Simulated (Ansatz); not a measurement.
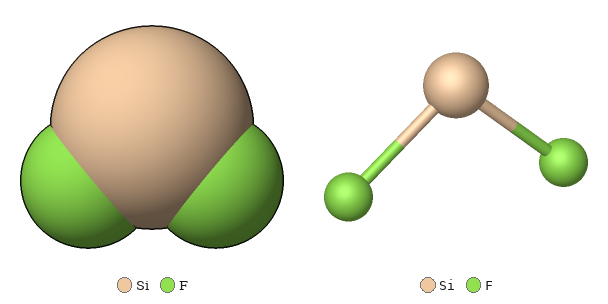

Two views of one molecule.

The computed structure is the end point of a PBE0-D4/def2-TZVP optimisation.

> What is the molecular formula?

SiF₂, 3 atoms: 1 silicon and 2 fluorine.

> Count the bonded pairs by element.

2 F–Si. Sticks follow a distance rule.

> Which point group does it belong to?

C2v.

More results for the same structure follow; atom numbers are the same in all pictures, views and colours differ.

**Shape**

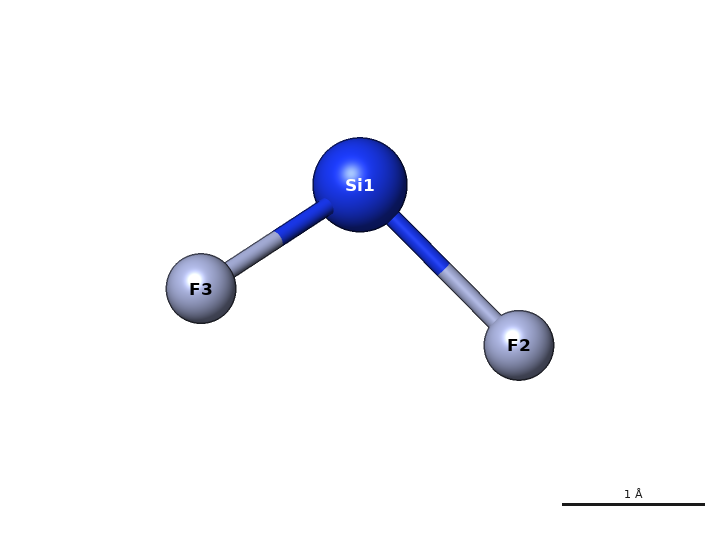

Atoms carry their numbers in the input.

> What is the geometry at Si1?

Si1 has 2 neighbours (F2 at 1.60, F3 at 1.60 Å); the arrangement is bent.

**Electronic properties**

Method: RKS PBE0-D4/def2-TZVPP (Ansatz 0.2.0).

> What is the HOMO energy (Kohn–Sham orbital)?

−8.30 eV.

> Estimate the HOMO–LUMO gap.

6.18 eV.

**Charges**

The questions are on Mulliken charges. Level of theory: RKS PBE0-D4/def2-TZVP (Ansatz 0.2.0).

List the Mulliken charges.

| atom | value (e) |
| --- | --- |
| Si1 | 0.54 |
| F2 | −0.27 |
| F3 | −0.27 |

**Vibrations**

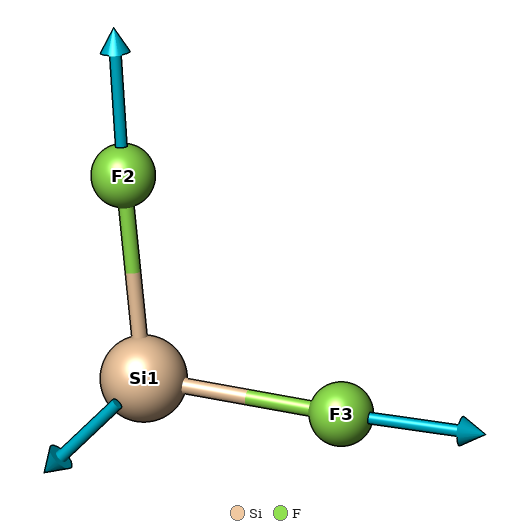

The arrows show one normal mode. Harmonic vibrations computed with RKS PBE0-D4/def2-TZVP (Ansatz 0.2.0) at a stationary point of the same level.

> What kind of motion is it?

Mostly in-phase stretching of 2 F–Si bonds.

> At what wavenumber does it lie?

856 cm⁻¹; it is mode 2 of 3 counted from the lowest.

**Dipole moment**

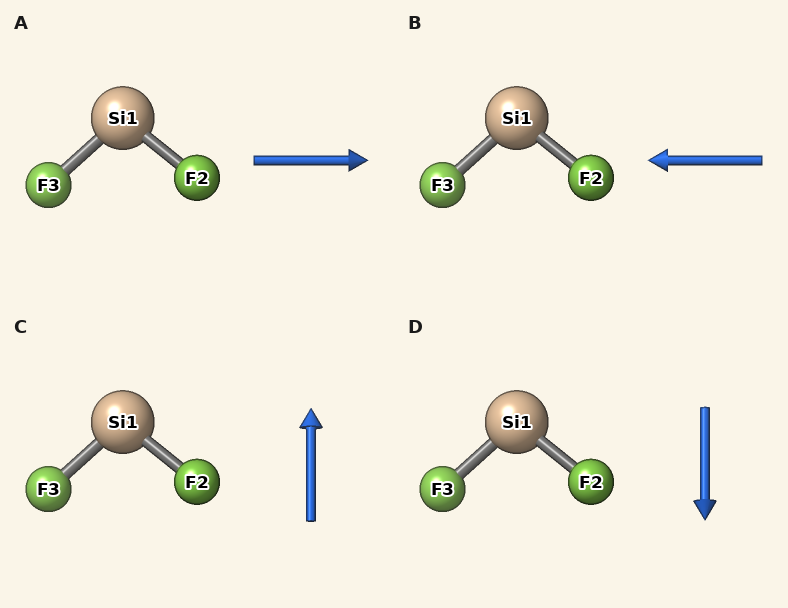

The same molecule four times, each with an arrow. Method: RKS PBE0-D4/def2-TZVP (Ansatz 0.2.0).

> Which arrow points along the dipole moment, from the negative to the positive end?

C. The dipole moment is 1.09 D; it points from the side of F2, F3 to the side of Si1 (the outermost atoms at the two ends).

Mulliken values depend strongly on the basis set and can even reverse the polarity of a bond.
